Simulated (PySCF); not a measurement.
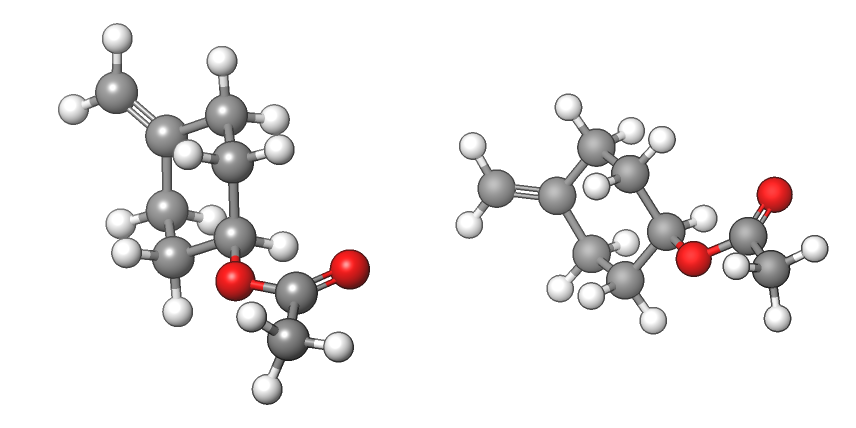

The same structure drawn twice, from different directions. Colours: carbon grey, oxygen red, hydrogen white.

Give the formula.

Answer. C₉H₁₄O₂, 25 atoms: 9 carbon, 14 hydrogen and 2 oxygen.

Describe its rings.

Answer. Independent rings (smallest set): 1 of 6 members.

The parts below concern this one geometry. Atoms keep their numbers from picture to picture. The geometry was computed by an optimisation with PBE0-D3(BJ)/def2-SVP. No frequency run is at hand to confirm it as a minimum.

### Shape

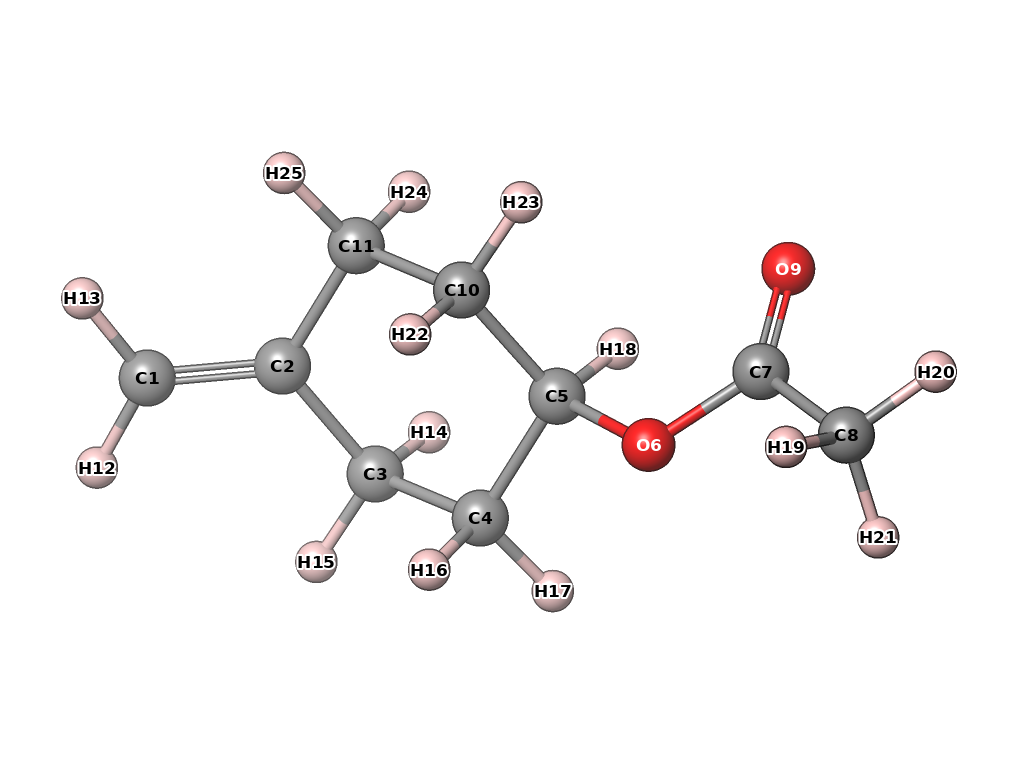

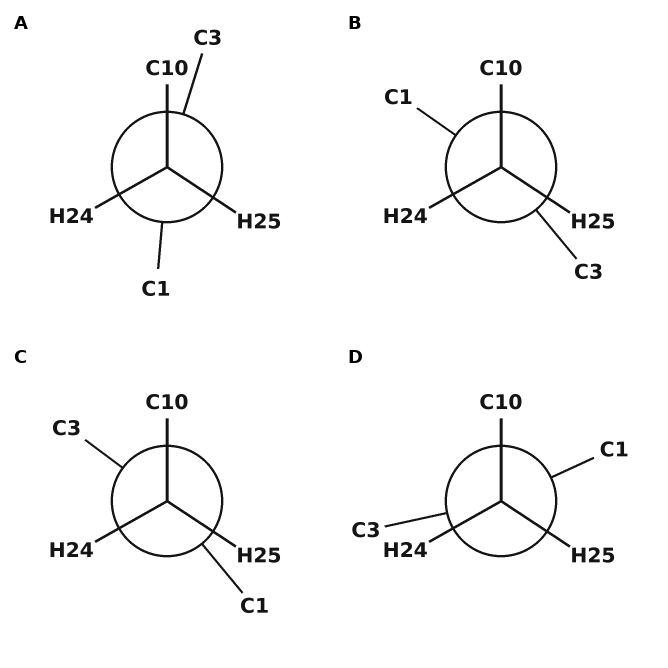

Depth is shown by fading: the farther an atom, the more it takes the colour of the background. Bonds that would overlap in a projection are set slightly apart. No frequency run is at hand to confirm it as a minimum.

Which Newman projection shows the view along C11–C2, with C11 in front?

Answer. C. The torsion angle C10–C11–C2–C3 is −53°, synclinal (gauche).

### Dipole moment

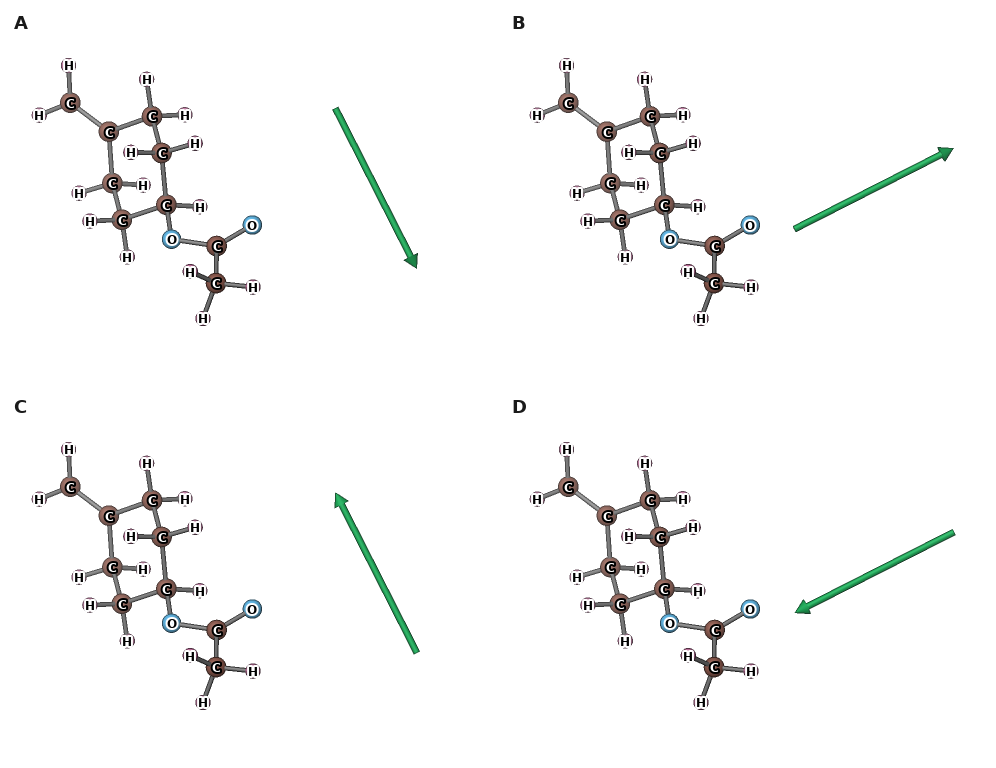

The same molecule four times, each with an arrow. No frequency run is at hand to confirm it as a minimum. Method: PBE0/pcSseg-1 in tetrahydrofuran (IEF-PCM) (PySCF 2.14.0).

Which arrow points along the dipole moment, from the negative to the positive end?

Answer. D. The dipole moment is 2.05 D.

### Charges

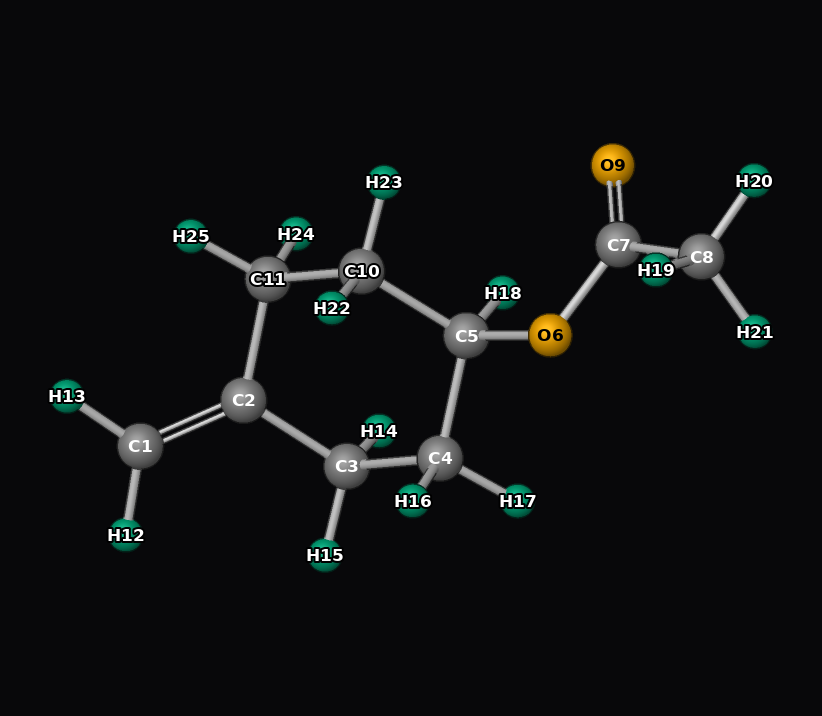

The questions are on ESP-fitted charges. No frequency run is at hand to confirm it as a minimum. Method: PBE0/pcSseg-1 in acetonitrile (IEF-PCM) (PySCF 2.14.0).

Which atom carries the highest charge (most positive or least negative)?

Answer. C7 (0.90 e).

And the lowest?

Answer. C1 (−0.67 e).

Give the ESP-fitted charges atom by atom.

```tsv
atom	value (e)
C1	−0.67
C2	0.20
C3	−0.26
C4	−0.11
C5	0.58
O6	−0.64
C7	0.90
C8	−0.64
O9	−0.63
C10	−0.16
C11	−0.22
H12	0.23
H13	0.23
H14	0.09
H15	0.12
H16	0.07
H17	0.05
H18	−0.01
H19	0.20
H20	0.17
H21	0.20
H22	0.07
H23	0.07
H24	0.08
H25	0.11
```

### NMR shielding

The questions are on isotropic NMR shieldings of the O atoms. No frequency run is at hand to confirm it as a minimum. Method: GIAO PBE0/pcSseg-1 NMR shielding, non-relativistic, IEF-PCM acetonitrile (PySCF 2.14.0).

Give the isotropic NMR shieldings of the O atoms atom by atom.

| atom | σ (ppm) |
| --- | --- |
| O6 | 95.2 |
| O9 | −84.6 |

### Ring current

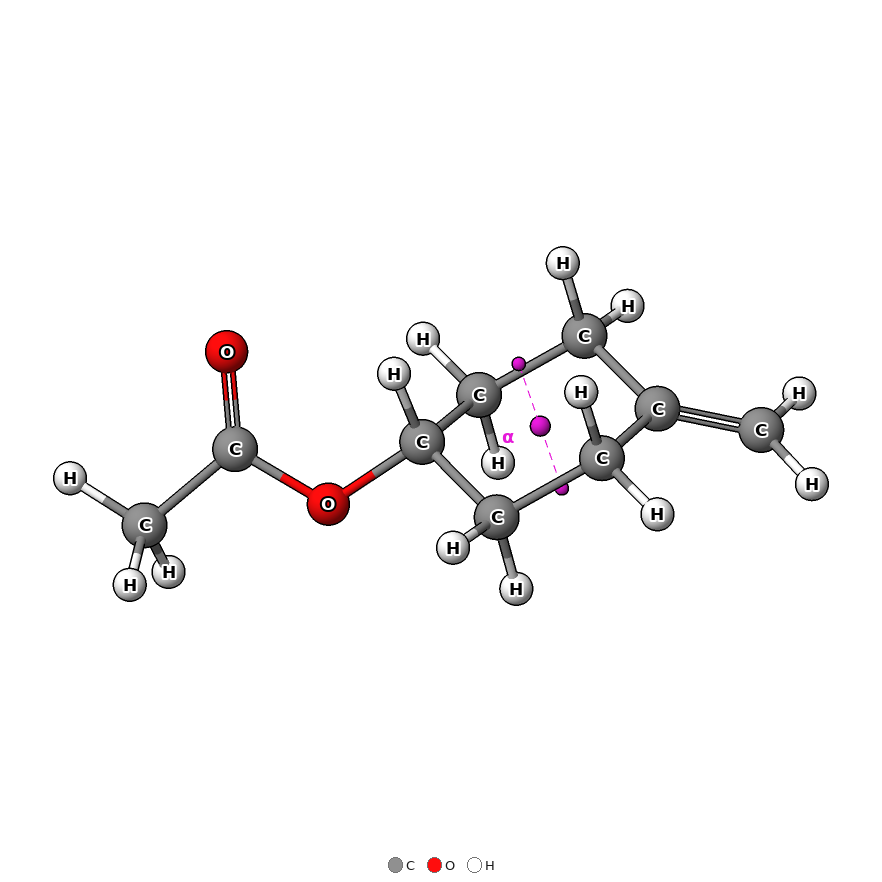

The small points mark where nucleus-independent chemical shifts (NICS) were computed: at the centre of each lettered ring and 1 Å above and below it. No frequency run is at hand to confirm it as a minimum. Method: GIAO PBE0/pcSseg-1 NMR shielding, non-relativistic, IEF-PCM tetrahydrofuran (PySCF 2.14.0).

Give NICS(0), NICS(1) and the out-of-plane component NICS(1)zz for each ring (means of the two sides).

```tsv
ring	members	NICS(0)	NICS(1)	NICS(1)zz
α	C6	−2.8	−2.6	2.6
```

Values in ppm.

What do the values say about the ring currents?

Answer. Ring α: weak, as in a non-aromatic ring. NICS is one index among several.
